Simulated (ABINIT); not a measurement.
# LiHF2 (C2/m): G0W0 in ABINIT against the k mesh

Aim: move the k mesh of a G0W0 run on LiHF2 (C2/m) over a wide range.

Program: ABINIT 10.8.3. Level of theory: PBEsol and many-body steps on it, plane waves. Results are calculated unless marked as measured.

**1. Starting point**

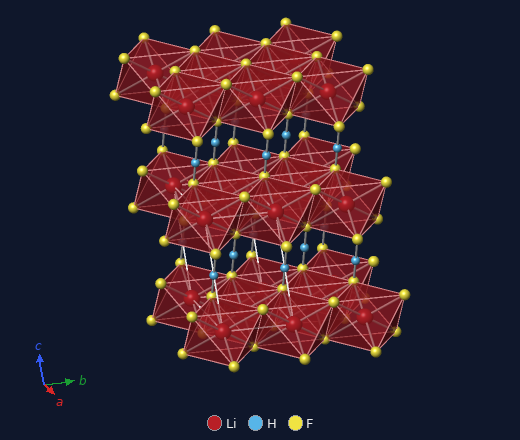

Start, viewed slightly off an axis; lithium red, hydrogen blue, fluorine yellow. 1×2×2 cells are drawn. This picture shows the conventional cell, with its axes. Some periodic images of atoms are drawn too.

The cell and positions are those that the Materials Project relaxed with its own functionals (PBE, PBE+U or r2SCAN), kept fixed.

**2. Empty states on the mesh, 4×4×2 mesh, 70 bands**

This step: ABINIT 10.8.3; DFT, PBEsol, plane waves, norm-conserving pseudopotentials.

The sums over transitions need many empty states on a uniform mesh; this step solves for them.

run.abi reads:

```
acell 3*1.0 Angstrom
rprim 
  2.547496000000 -1.534899000000 0.000000000000
  2.547496000000 1.534899000000 0.000000000000
  -2.526944000000 -0.000000000000 4.201520000000
ntypat 3
znucl 3 1 9
natom 4
typat 1 2 3 3
xred 
  0.000000000000 0.000000000000 0.000000000000
  0.000000000000 0.000000000000 0.500000000000
  0.209803000000 0.209803000000 0.750702000000
  0.790197000000 0.790197000000 0.249298000000
pp_dirpath "pseudos"
pseudos "Li.upf, H.upf, F.upf"
ecut 36
ngkpt 4 4 2
nshiftk 1
shiftk 0 0 0
kptopt 1
chksymbreak 0
irdden 1
istwfk *1
nband 70
prtvol 0
optdriver 6
gwr_task "HDIAGO"
paral_kgb 0
occopt 1
indata_prefix "in"
outdata_prefix "out"
tmpdata_prefix "tmp"
```

Launch:

```sh
OMP_NUM_THREADS=1 mpirun -n 4 abinit run.abi > log
```

Numbers of over 12 decimals in the logs are rounded to 6 here.

Log:

```text
.Version 10.8.3 of ABINIT. v10.8.2 released Aug 2026.

 Symmetries : space group C2/m (# 12); Bravais mC (1-face-center monocl.)
[... echo of the input left out ...]
== DATASET  1 ==================================================================
-   mpi_nproc: 4, omp_nthreads: 1 (-1 if OMP is not activated)

--- !DatasetInfo
iteration_state: {dtset: 1, }
dimensions: {natom: 4, nkpt: 14, mband: 70, nsppol: 1, nspinor: 1, nspden: 1, mpw: 2327, }
cutoff_energies: {ecut:  36.0, pawecutdg:  -1.0, }
[...]
Indirect band gap semiconductor
 Fundamental gap:     8.408 (eV)
   VBM:    -2.601 (eV) at k: [ 0.0000E+00,  0.0000E+00,  5.0000E-01]
   CBM:     5.807 (eV) at k: [ 0.0000E+00,  0.0000E+00,  0.0000E+00]
 Direct gap:         8.531 (eV) at k: [ 0.0000E+00,  0.0000E+00,  0.0000E+00]

== END DATASET(S) ==============================================================
================================================================================

 -outvars: echo values of variables after computation  --------
           etotal      0.0000000000E+00
            nband          70
             nkpt          14
          spgroup          12
 [... the other variables as echoed above ...]

 Calculation completed.
```

The job ended after 32 s (4 MPI ranks of Arm Neoverse V2, shared host; peak memory 1.4 GiB; 2.1 min of CPU time).

This step gave:

```
gap                                                           : 8.408 eV
k of the valence top                                          : 0, 0, 0.5
k of the conduction bottom                                    : 0, 0, 0
least direct gap                                              : 8.531 eV
k points computed                                             : 14
lowest point of the top converged band, above the valence top : 75.8274 eV
```

On this mesh the gap is 8.408 eV.

The density comes from a self-consistent run that is not shown.

**3. Empty states on the mesh, 2×2×1 mesh, 26 bands**

run.abi: that of step 2 with these lines changed.

```diff
@@ -17,3 +17,3 @@
 ecut 36
-ngkpt 4 4 2
+ngkpt 2 2 1
 nshiftk 1
@@ -22,10 +22,10 @@
 chksymbreak 0
+iscf -2
 irdden 1
 istwfk *1
-nband 70
+nband 26
+nbdbuf 4
+tolwfr 1e-09
+nstep 60
 prtvol 0
-optdriver 6
-gwr_task "HDIAGO"
-paral_kgb 0
-occopt 1
 indata_prefix "in"
```

Log:

```text
.Version 10.8.3 of ABINIT. v10.8.2 released Aug 2026.

 Symmetries : space group C2/m (# 12); Bravais mC (1-face-center monocl.)
[... echo of the input left out ...]
== DATASET  1 ==================================================================
-   mpi_nproc: 4, omp_nthreads: 1 (-1 if OMP is not activated)
-    --> not optimal distribution: autoparal keyword recommended in input file <--

--- !DatasetInfo
iteration_state: {dtset: 1, }
dimensions: {natom: 4, nkpt: 3, mband: 26, nsppol: 1, nspinor: 1, nspden: 1, mpw: 2327, }
cutoff_energies: {ecut:  36.0, pawecutdg:  -1.0, }
[...]
-0.10010    0.21342    0.37287    0.55164    0.60248    0.60363    0.63679    0.74706
   0.83642    0.85245    0.92495    0.94834    0.94847    0.99702    1.04828    1.09624
   1.16534    1.19406
 prteigrs : prtvol=0 or 1, do not print more k-points.

== END DATASET(S) ==============================================================
================================================================================

 -outvars: echo values of variables after computation  --------
            nband          26
             nkpt           3
          spgroup          12
 [... the other variables as echoed above ...]

 Calculation completed.
```

Run time: 2.2 s. Hardware: 4 MPI ranks; peak memory 0.07 GiB; 8.4 s of CPU time.

Numbers from this step:

- gap: 8.476 eV
- k of the valence top: 0.5, 0.5, 0
- k of the conduction bottom: 0, 0, 0
- least direct gap: 8.531 eV
- k points computed: 3
- lowest point of the top converged band, above the valence top: 29.80 eV

On this mesh the gap is 8.476 eV.

**4. Empty states on the mesh, 4×4×4 mesh, 26 bands**

run.abi: that of step 3 with these lines changed.

```diff
@@ -17,3 +17,3 @@
 ecut 36
-ngkpt 2 2 1
+ngkpt 4 4 4
 nshiftk 1
```

Log:

```text
.Version 10.8.3 of ABINIT. v10.8.2 released Aug 2026.

 Symmetries : space group C2/m (# 12); Bravais mC (1-face-center monocl.)
[... echo of the input left out ...]
== DATASET  1 ==================================================================
-   mpi_nproc: 4, omp_nthreads: 1 (-1 if OMP is not activated)

--- !DatasetInfo
iteration_state: {dtset: 1, }
dimensions: {natom: 4, nkpt: 24, mband: 26, nsppol: 1, nspinor: 1, nspden: 1, mpw: 2327, }
cutoff_energies: {ecut:  36.0, pawecutdg:  -1.0, }
[...]
-0.10010    0.21342    0.37287    0.55164    0.60248    0.60363    0.63679    0.74706
   0.83642    0.85245    0.92495    0.94834    0.94847    0.99702    1.04828    1.09624
   1.16534    1.19406
 prteigrs : prtvol=0 or 1, do not print more k-points.

== END DATASET(S) ==============================================================
================================================================================

 -outvars: echo values of variables after computation  --------
            nband          26
             nkpt          24
          spgroup          12
 [... the other variables as echoed above ...]

 Calculation completed.
```

It took 4.6 s on 4 MPI ranks; peak memory 0.26 GiB; 18 s of CPU time.

This step gave:

```yaml
gap: 8.408 eV
k_of_the_valence_top: 0, 0, 0.5
k_of_the_conduction_bottom: 0, 0, 0
least_direct_gap: 8.531 eV
k_points_computed: 24
lowest_point_of_the_top_converged_band_above_the_valence_top: 28.53 eV
```

On this mesh the gap is 8.408 eV.

**5. Empty states on the mesh, 6×6×4 mesh, 26 bands**

run.abi: that of step 4 with these lines changed.

```diff
@@ -17,3 +17,3 @@
 ecut 36
-ngkpt 4 4 4
+ngkpt 6 6 4
 nshiftk 1
```

Log:

```text
.Version 10.8.3 of ABINIT. v10.8.2 released Aug 2026.

 Symmetries : space group C2/m (# 12); Bravais mC (1-face-center monocl.)
[... echo of the input left out ...]
== DATASET  1 ==================================================================
-   mpi_nproc: 4, omp_nthreads: 1 (-1 if OMP is not activated)

--- !DatasetInfo
iteration_state: {dtset: 1, }
dimensions: {natom: 4, nkpt: 47, mband: 26, nsppol: 1, nspinor: 1, nspden: 1, mpw: 2327, }
cutoff_energies: {ecut:  36.0, pawecutdg:  -1.0, }
[...]
-0.10010    0.21342    0.37287    0.55164    0.60248    0.60363    0.63679    0.74706
   0.83642    0.85245    0.92495    0.94834    0.94847    0.99702    1.04828    1.09624
   1.16534    1.19406
 prteigrs : prtvol=0 or 1, do not print more k-points.

== END DATASET(S) ==============================================================
================================================================================

 -outvars: echo values of variables after computation  --------
            nband          26
             nkpt          47
          spgroup          12
 [... the other variables as echoed above ...]

 Calculation completed.
```

The job ended after 7.4 s (4 MPI ranks; peak memory 0.29 GiB; 29 s of CPU time).

Numbers from this step:

| Property | Result |
| --- | --- |
| gap | 8.408 eV |
| k of the valence top | 0, 0, 0.5 |
| k of the conduction bottom | 0, 0, 0 |
| least direct gap | 8.531 eV |
| k points computed | 47 |
| lowest point of the top converged band, above the valence top | 28.53 eV |

On this mesh the gap is 8.408 eV.

**6. Screening, 2×2×1 mesh, 22 bands, screening to 106.1 eV**

The RPA dielectric matrix is built and inverted for each q.

This step: RPA screening on PBEsol, plane waves, norm-conserving pseudopotentials.

run.abi: that of step 5 with these lines changed.

```diff
@@ -17,3 +17,3 @@
 ecut 36
-ngkpt 6 6 4
+ngkpt 2 2 1
 nshiftk 1
@@ -22,10 +22,11 @@
 chksymbreak 0
-iscf -2
-irdden 1
 istwfk *1
-nband 26
-nbdbuf 4
-tolwfr 1e-09
-nstep 60
-prtvol 0
+occopt 1
+irdwfk 1
+optdriver 3
+nband 22
+ecuteps 3.9
+inclvkb 2
+awtr 1
+symchi 1
 indata_prefix "in"
```

Log:

```text
.Version 10.8.3 of ABINIT. v10.8.2 released Aug 2026.

 Symmetries : space group C2/m (# 12); Bravais mC (1-face-center monocl.)
[... echo of the input left out ...]
== DATASET  1 ==================================================================
-   mpi_nproc: 4, omp_nthreads: 1 (-1 if OMP is not activated)

--- !DatasetInfo
iteration_state: {dtset: 1, }
dimensions: {natom: 4, nkpt: 3, mband: 22, nsppol: 1, nspinor: 1, nspden: 1, mpw: 2327, }
cutoff_energies: {ecut:  36.0, pawecutdg:  -1.0, }
electrons: {nelect:   1.80000000E+01, charge:   0.00000000E+00, occopt:   1.00000000E+00, tsmear:   1.00000000E-02, }

 SCREENING: Calculation of the susceptibility and dielectric matrices

 Based on a program developped by R.W. Godby, V. Olevano, G. Onida, and L. Reining.
 Incorporated in ABINIT by V. Olevano, G.-M. Rignanese, and M. Torrent.
.Using double precision arithmetic ; gwpc =  8

[... cell and pseudopotentials left out ...]
--------------------------------------------------------------------------------

 ==== K-mesh for the wavefunctions ====
 Number of points in the irreducible wedge :     3
[... list of points left out ...]
 Together with  4 symmetry operations and time-reversal symmetry
 yields     4 points in the full Brillouin Zone.

 ==== Q-mesh for the screening function ====
 Number of points in the irreducible wedge :     3
[... list of points left out ...]
 Together with  4 symmetry operations and time-reversal symmetry
 yields     4 points in the full Brillouin Zone.

 setmesh: FFT mesh size selected  =    20x   20x   30
          total number of points  =        12000

 vcoul_init : cutoff-mode = AUXILIARY_FUNCTION
 q-points for optical limit:   1
     1)      0.000010    0.000020    0.000030

- screening: taking advantage of time-reversal symmetry
- Maximum band index for partially occupied states nbvw = 9
- Remaining bands to be divided among processors   nbcw = 13
- Number of bands treated by each node ~3

 Number of electrons calculated from density =   18.0000; Expected =   18.0000
 average of density, n =  0.081179
 r_s =    1.4327
 omega_plasma =   27.4839 [eV]

 calculating chi0 at frequencies [eV] :
  1    0.000000E+00    0.000000E+00
  2    0.000000E+00    2.748392E+01

--------------------------------------------------------------------------------
  q-point number  1        q = ( 0.000000, 0.000000, 0.000000) [r.l.u.]
--------------------------------------------------------------------------------
[... chi0 elements left out ...]
 For q-point:  0.000010 0.000020 0.000030
  dielectric constant =   2.0784
  dielectric constant without local fields =   2.1612

  Average fulfillment of the sum rule on Im[epsilon] for q-point    1 :     21.04  [%]
[... wings left out ...]
  q-point number  2        q = ( 0.500000, 0.000000, 0.000000) [r.l.u.]
--------------------------------------------------------------------------------
[... chi0 elements left out ...]
  Average fulfillment of the sum rule on Im[epsilon] for q-point    2 :     24.39  [%]

 [... 1 further q-points ...]
```

Elapsed: 1.9 s, on 4 MPI ranks; peak memory 0.09 GiB; 7.3 s of CPU time.

This step gave:

```
ε∞ with local fields, on this mesh, along the program's q direction : 2.078
the same without local fields                                       : 2.161
plasma frequency                                                    : 27.48 eV
plane waves in the screening matrix                                 : 89
```

Local fields lower ε∞ by 4 %. On a Γ-centred mesh this coarse the value itself is usually too large, while a short band sum pulls it down.

**7. 2×2×1**

This step: G0W0 on PBEsol, plane waves, norm-conserving pseudopotentials.

run.abi: that of step 6 with these lines changed.

```diff
@@ -25,8 +25,17 @@
 irdwfk 1
-optdriver 3
+optdriver 4
 nband 22
+gwcalctyp 0
+ecutsigx 36
+symsigma 1
+nkptgw 2
+kptgw 
+  0.5000000000 0.5000000000 0.0000000000
+  0.0000000000 0.0000000000 0.0000000000
+bdgw 
+  8 11
+  8 11
 ecuteps 3.9
-inclvkb 2
-awtr 1
-symchi 1
+irdscr 1
+ppmodel 1
 indata_prefix "in"
```

Log:

```text
.Version 10.8.3 of ABINIT. v10.8.2 released Aug 2026.

 Symmetries : space group C2/m (# 12); Bravais mC (1-face-center monocl.)
[... echo of the input left out ...]
== DATASET  1 ==================================================================
-   mpi_nproc: 4, omp_nthreads: 1 (-1 if OMP is not activated)

--- !DatasetInfo
iteration_state: {dtset: 1, }
dimensions: {natom: 4, nkpt: 3, mband: 22, nsppol: 1, nspinor: 1, nspden: 1, mpw: 2327, }
cutoff_energies: {ecut:  36.0, pawecutdg:  -1.0, }
electrons: {nelect:   1.80000000E+01, charge:   0.00000000E+00, occopt:   1.00000000E+00, tsmear:   1.00000000E-02, }

 SIGMA: Calculation of the GW corrections

 Based on a program developped by R.W. Godby, V. Olevano, G. Onida, and L. Reining.
 Incorporated in ABINIT by V. Olevano, G.-M. Rignanese, and M. Torrent.
.Using double precision arithmetic ; gwpc =  8

[... cell and pseudopotentials left out ...]
--------------------------------------------------------------------------------

 ==== K-mesh for the wavefunctions ====
 Number of points in the irreducible wedge :     3
[... list of points left out ...]
 Together with  4 symmetry operations and time-reversal symmetry
 yields     4 points in the full Brillouin Zone.

 ==== Q-mesh for screening function ====
 Number of points in the irreducible wedge :     3
[... list of points left out ...]
 Together with  4 symmetry operations and time-reversal symmetry
 yields     4 points in the full Brillouin Zone.

 vcoul_init : cutoff-mode = AUXILIARY_FUNCTION
 q-points for optical limit:   1
     1)      0.000010    0.000020    0.000030
 setmesh: FFT mesh size selected  =    27x   27x   45
          total number of points  =        32805

 Number of electrons calculated from density =   18.0000; Expected =   18.0000
 average of density, n =  0.081179
 r_s =    1.4327
 omega_plasma =   27.4839 [eV]

 === KS Band Gaps ===
  >>>> For spin  1
   Minimum direct gap =   8.5313 [eV], located at k-point      :   0.0000  0.0000  0.0000
   Fundamental gap    =   8.4763 [eV], Top of valence bands at :   0.5000  0.5000  0.0000
                                       Bottom of conduction at :   0.0000  0.0000  0.0000
 SIGMA fundamental parameters:
 PLASMON POLE MODEL  1
 number of plane-waves for SigmaX                 2327
 number of plane-waves for SigmaC and W             89
 number of plane-waves for wavefunctions          2327
 number of bands                                    22
 number of independent spin polarizations            1
 number of spinorial components                      1
 number of k-points in IBZ                           3
 number of q-points in IBZ                           3
 number of symmetry operations                       4
 number of k-points in BZ                            4
 number of q-points in BZ                            4
 number of frequencies for dSigma/dE                 9
 frequency step for dSigma/dE [eV]                0.25
 number of omega for Sigma on real axis              0
 max omega for Sigma on real axis  [eV]           0.00
 zcut for avoiding poles [eV]                     0.10

 EPSILON^-1 parameters (SCR file):
 dimension of the eps^-1 matrix on file             89
 dimension of the eps^-1 matrix used                89
 number of plane-waves for wavefunctions          2327
 number of bands                                    22
 number of q-points in IBZ                           3
 number of frequencies                               2
 number of real frequencies                          1
 number of imag frequencies                          1

 matrix elements of self-energy operator (all in [eV])

 Perturbative Calculation

--- !SelfEnergy_ee
iteration_state: {dtset: 1, }
kpoint     : [   0.500,    0.500,    0.000, ]
spin       : 1
KS_gap     :   13.054
QP_gap     :   17.612
Delta_QP_KS:    4.557
data: !SigmaeeData |
     Band     E0 <VxcDFT>   SigX SigC(E0)      Z dSigC/dE  Sig(E)    E-E0       E
        8  -3.227 -21.860 -29.243   4.875   0.831  -0.203 -23.945  -2.085  -5.312
        9  -2.669 -22.668 -30.045   4.965   0.831  -0.204 -24.672  -2.004  -4.673
       10  10.385  -9.328  -3.994  -2.491   0.898  -0.114  -6.775   2.553  12.938
       11  11.467 -11.681  -5.970  -2.509   0.887  -0.128  -8.841   2.840  14.306

--- !SelfEnergy_ee
iteration_state: {dtset: 1, }
kpoint     : [   0.000,    0.000,    0.000, ]
spin       : 1
KS_gap     :    8.531
QP_gap     :   12.498
Delta_QP_KS:    3.967
data: !SigmaeeData |
     Band     E0 <VxcDFT>   SigX SigC(E0)      Z dSigC/dE  Sig(E)    E-E0       E
        8  -2.809 -22.520 -29.934   4.963   0.831  -0.204 -24.556  -2.036  -4.845
        9  -2.724 -23.306 -29.989   4.647   0.834  -0.199 -25.004  -1.698  -4.422
       10   5.807 -10.728  -5.779  -2.414   0.895  -0.117  -8.459   2.269   8.076
       11  10.146  -8.492  -3.203  -2.538   0.901  -0.110  -6.014   2.478  12.624

== END DATASET(S) ==============================================================
================================================================================

 -outvars: echo values of variables after computation  --------
           etotal      0.0000000000E+00
            nband          22
             nkpt           3
          spgroup          12
 [... the other variables as echoed above ...]

 Calculation completed.
```

It took 1.9 s on 4 MPI ranks; peak memory 0.08 GiB.

Numbers from this step:

| Quantity | Value |
| --- | --- |
| G0W0 gap on the points computed | 12.50 eV |
| starting gap on the mesh | 8.476 eV |
| k of the valence top | 0, 0, 0 |
| k of the conduction bottom | 0, 0, 0 |
| Z at the valence top | 0.834 |
| Z at the conduction bottom | 0.895 |
| least direct G0W0 gap on the computed points | 12.50 eV |

(Part 1 of 2 ends here.)

[Paths, hosts, dates, memory and timing lines, banners, echoed tables and standing remarks are left out of the program output.]

[Logs are printed without paths, hosts, clocks, repeated set-up lines and the standing remarks that a program may print on its own settings, such as how far it seeks lower states.]

[Runs of the session that timed out or met a known fault of the program may be left out.]

[Hosts, paths, dates, database ids (printed as entryN), source tags and the programs' standing remarks are cut or masked in the printed files.]

[G0W0 gaps are taken among the corrected bands and points alone; a level outside them can change the order at an edge.]

[Where Ansatz stands beside ABINIT at settings called matched, ABINIT's density can come from a denser mesh and the files from another edition; pairs whose starting gaps differed by over 0.03 eV were left out, so agreement reads better than it is.]
